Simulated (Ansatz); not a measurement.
```yaml
atoms:
  - { symbol: Si, position_ang: [0.2604, -0.5211, -0.5027] }
  - { symbol: H, position_ang: [-1.3805, -0.3344, 1.6002] }
  - { symbol: H, position_ang: [1.1900, -0.6564, -1.6802] }
  - { symbol: Si, position_ang: [-0.6455, 1.6723, -0.4153] }
  - { symbol: H, position_ang: [-2.1264, 1.6389, -0.1229] }
  - { symbol: H, position_ang: [0.0254, 2.5078, 0.6440] }
  - { symbol: H, position_ang: [-0.4554, 2.3480, -1.7502] }
  - { symbol: O, position_ang: [-0.8979, -1.7123, -0.8245] }
  - { symbol: H, position_ang: [-1.6600, -1.7299, -0.2194] }
  - { symbol: O, position_ang: [1.1451, -0.7825, 0.9113] }
  - { symbol: H, position_ang: [1.8235, -1.4764, 0.8254] }
  - { symbol: H, position_ang: [-0.7820, -0.4942, 1.9666] }
```

Not at a stationary point (largest force 1.9 eV/Å).

Theory: RKS revPBE/def2-SVP in Ansatz.

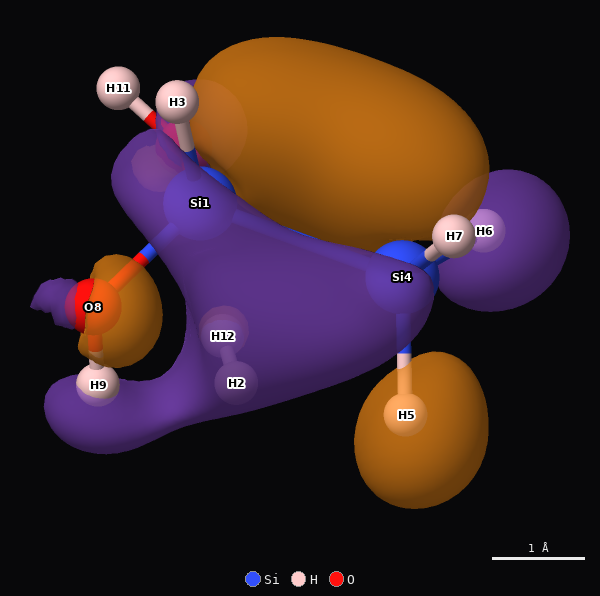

H6O2Si2···H2. One frontier orbital at ±0.1 Å⁻³ᐟ² (orange and purple are the two phases), seen at a tilt.

Q: Which orbital is it: HOMO or LUMO?

A: The LUMO, at −0.51 eV. Its weight (Hirshfeld) is mainly on Si4 (about 30 %), Si1 (about 30 %), O8 (about 10 %), H6 (about 5 %) and H5 (about 5 %).
